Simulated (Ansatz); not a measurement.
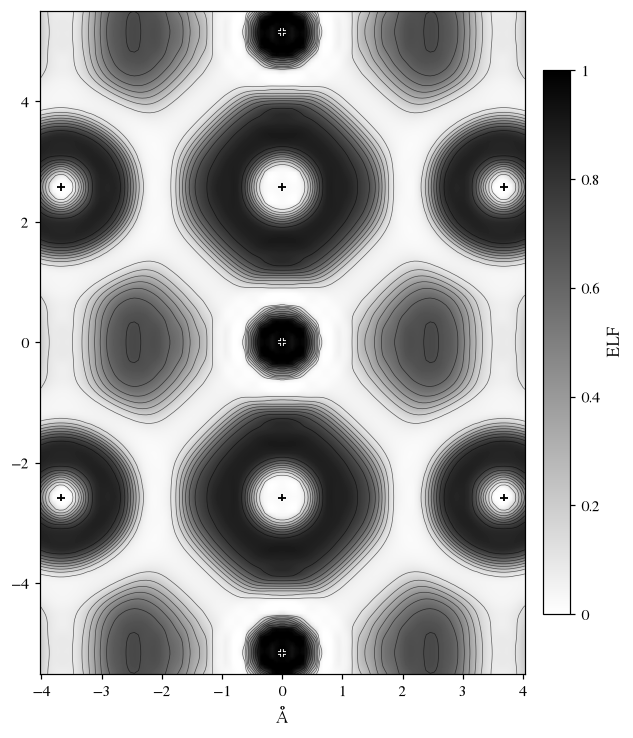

The ELF on a plane through atoms (crosses mark nuclei in the plane).

All numbers below come from Ansatz, DFT PBE, scalar-relativistic, plane waves, PAW.

Candidates:
A. SrLiBr3, a = 7.36 Å, b = 7.36 Å, c = 5.16 Å, α = 90.00°, β = 90.00°, γ = 90.00°. Space group P4/mbm; a structure generated by program, which may or may not match a known phase.
B. CdSi2, a = 4.89 Å, b = 4.89 Å, c = 2.67 Å, α = 90.00°, β = 90.00°, γ = 120.00°. Space group P6/mmm; a structure generated by program, which may or may not match a known phase.
C. Zr4W, a = 3.85 Å, b = 3.85 Å, c = 7.66 Å, α = 90.00°, β = 90.00°, γ = 90.00°. Space group P4/mmm; a structure generated by program, which may or may not match a known phase.

> Which system is this?

Candidate A: SrLiBr3 on the (010) plane of the conventional cell, which holds Li, Sr and Br. Li–Br (2.58 Å): the ELF is about 0.80 at the midpoint (a closed-shell, largely ionic contact).
